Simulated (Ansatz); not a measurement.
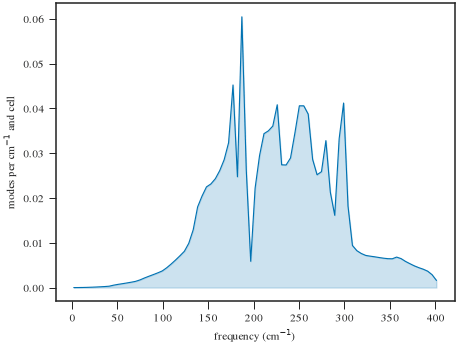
Fig. 1. Phonon density of states of MgS (rock salt, Fm-3m); finite displacements on a 6×6×6 mesh, r2SCAN density-functional theory in Ansatz (plane waves, PAW), k mesh 12×12×12

Question: Where is the tallest peak, and is there a gap in the spectrum?

Answer: The tallest peak lies near 190 cm⁻¹. No clear gap shows at this resolution.

The PAW data sets were generated under PBE and serve the other functionals too.

Ansatz is an electronic-structure program.
